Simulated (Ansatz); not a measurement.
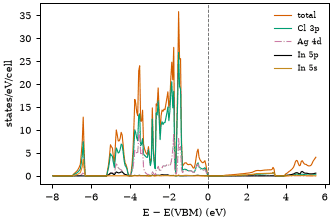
Figure: Total and projected density of states of Rb2InAgCl6 in space group Fm-3m (No. 225; Rb on 8c, In on 4a, Ag on 4b, Cl on 24e), LDA in the plane-wave PAW code Ansatz

Which orbitals carry the states next to the gap?

Top 1 eV of the valence band: Cl 3p 49 %, Ag 4d 44 %. Bottom 1 eV of the conduction band: In 5s 40 %, Ag 5s 24 %, Cl 3p 19 %, Cl 3s 10 %. Projections are on Löwdin-orthogonalised atomic valence shells; empty p or d shells of many metals are not among them.

Where is the tallest occupied peak in this window, and what makes it?

Near -1.5 eV, about 36 states/eV per cell; the largest projected share is Cl 3p.

The first step of the workflow began from a Materials Project structure, measured or hypothetical; the Crystallography Open Database copy checked does not list it. Its standing as an ambient phase is unchecked. Symmetry was held in the LDA relaxation. At this level the phase is dynamically unstable (imaginary phonons). No spin polarisation was allowed. Scalar-relativistic: spin–orbit coupling is off unless named, which matters more the heavier the elements.

Potentials: the later of the program's two PAW sets.
